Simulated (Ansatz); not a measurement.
## As: pressure series

Take As in the A7 type structure (space group R-3m, No. 166; layered) as the base.

```
As
1.0
    1.89173     1.09219     3.36977
   -1.89173     1.09219     3.36977
    0.00000    -2.18438     3.36977
As
2
Cartesian
  0.00000   0.00000   2.32796
  0.00000   0.00000   7.78136
```

Cell and atoms are relaxed at each pressure.

Method: Ansatz (an electronic-structure program), PBE-D3(BJ), PAW, cutoff 420 eV, no spin-orbit coupling.

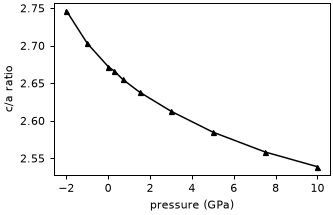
Fig. 1. c/a ratio against pressure

Question: From the plot, what is the c/a ratio for pressure 3 GPa?

Answer: About 2.61.

Question: Is the trend monotonic over the range shown?

Answer: Yes, it falls throughout, spanning 2.539 to 2.746.

The mesh was chosen for an insulator and is coarse for the gapless case. Load acts through the strain it causes; cell and atoms are relaxed under it. No phonon test of stability was made. No other phases were tried under pressure.
